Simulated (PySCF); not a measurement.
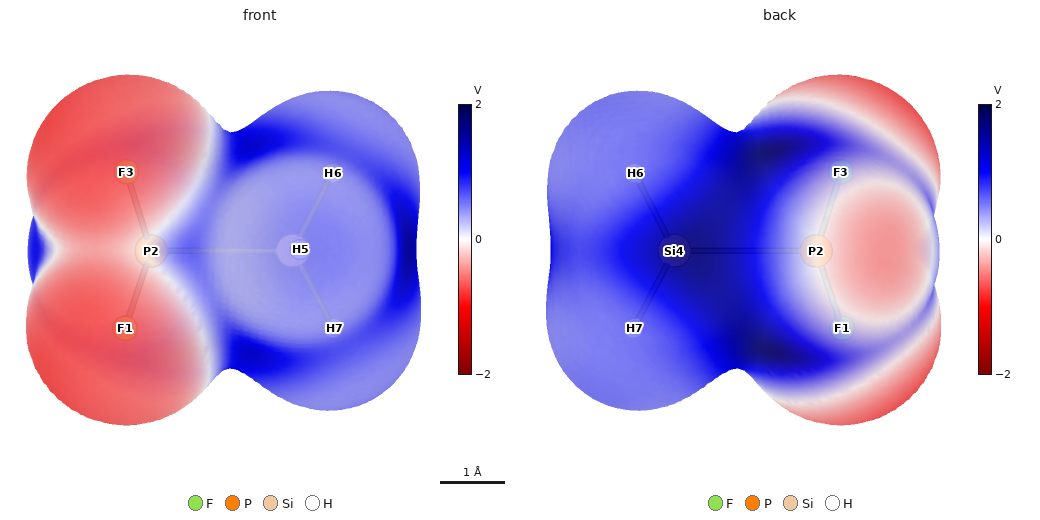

F₂H₃PSi. The electrostatic potential painted on the density surface at 0.002 e/bohr³, seen from the front and from behind; red is negative and blue positive.

Geometry: PBE0-D3(BJ)/def2-SVP.

All numbers below come from PySCF, CAM-B3LYP/def2-SVPD, SCF density, gas phase.

```xyz
7

F     1.6597    1.1018    0.6077
P     1.2655    0.1535   -0.6503
F     1.7228   -1.2788   -0.0368
Si   -0.9516   -0.0813   -0.0598
H    -1.0264   -0.4743    1.3765
H    -1.5500   -1.1395   -0.9272
H    -1.6492    1.2185   -0.2902
```

Question: Where is the surface potential most negative and most positive?

Answer: The most negative region (about −0.7 V) lies over F1 and F3, the most positive (about +1.7 V) over P2 and Si4.

Question: What dipole moment does the calculation give?

Answer: Its dipole moment is 1.95 D.
